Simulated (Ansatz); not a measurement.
# Gap against volume in glassy 60SiO2-30Al2O3-5Li2O-5TiO2 (mol %) (72 atoms)

Density of this cell: 2.79 g/cm³. The cell holds 72 atoms: 12 Si, 12 Al, 2 Li, 1 Ti and 45 O. Cell: a = 9.692 Å, b = 9.308 Å, c = 9.528 Å, α = 92.4°, β = 90.3°, γ = 89.3°. The starting structure: 72 atoms (12 Si, 12 Al, 2 Li, 1 Ti, 45 O) placed at random at 2.57 g/cm³, melted at 4000 K for 10 ps at fixed volume with the Morse and Coulomb pair potential with partial charges (Pedone, Malavasi, Menziani, Cormack and Segre, J. Phys. Chem. B 110, 11780 (2006)). Quenched from 4000 K to 300 K at 20 K/ps and fixed volume, held 10 ps at zero pressure.

Calculated with Ansatz 0.2.0: Kohn-Sham DFT, LDA, PAW (set soft_2), plane waves; cutoff 420 eV, Γ point, fermi-dirac smearing of 0.025 eV. The relaxed cell was scaled evenly and the atoms were relaxed at each volume. The gap is that between the highest filled and the lowest empty Kohn-Sham level on the run's k-points.

| volume (Å³/atom) | gap (eV) |
| --- | --- |
| 10.733 | 2.428 |
| 11.210 | 2.503 |
| 11.568 | 2.403 |
| 11.926 | 2.367 |
| 12.283 | ? |
| 12.641 | 2.590 |

Task: Fit a straight line in ln V to the rows given and interpolate to the withheld row.

**Working.**

A volume deformation potential makes the spacing linear in u = ln(V/V0), with V0 = 11.926 Å³ the relaxed volume; v is the spacing.

| u = ln(V/V0) | v (eV) |
| --- | --- |
| -0.105359 | 2.4282 |
| -0.0618762 | 2.5033 |
| -0.0304593 | 2.4033 |
| 0 | 2.3668 |
| 0.0582675 | 2.5897 |

With n = 5: mean u = -0.0278854, mean v = 2.45826, Σ(u − ū)² = 0.015364, Σ(u − ū)(v − v̄) = 0.0097129. Slope b = 0.0097129 / 0.015364 = 0.63218; intercept a = v̄ − b ū = 2.4759.

At the withheld volume u = 0.02956, and v = a + b u.

Prediction at 12.283: 2.495 eV. The run gave 2.531 eV, so the fit is low by 0.037 eV (1.4 % of the value).

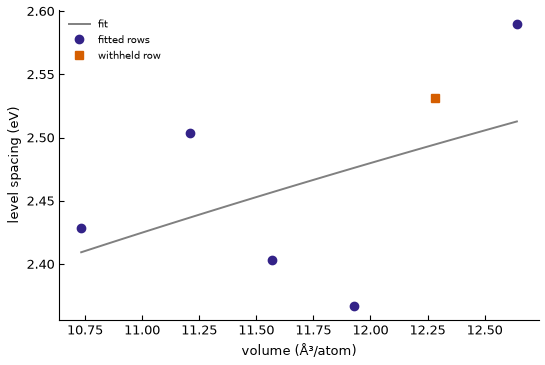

The fit, the rows that it rests on and the withheld row.

The rows follow a line only loosely (correlation 0.52 in size over all rows, under the 0.97 asked here), so the slope of +0.63 eV is a mean trend and no deformation potential. Among the rows given, the largest miss of the fit is at 11.926, by 0.11 eV (49 % of the range of the table).

Limits: The table spans 16 % in volume, wide for a linear law. Local or semilocal functionals tend to put gaps under measured ones. Only the Γ point is sampled. Atoms move by up to 0.9 Å in these relaxations, so the structure changes along the series. Defect or tail levels can set the spacing of a disordered cell.

[Hosts, paths, dates, database ids (printed as entryN), source tags and the programs' standing remarks are cut or masked in the printed files.]
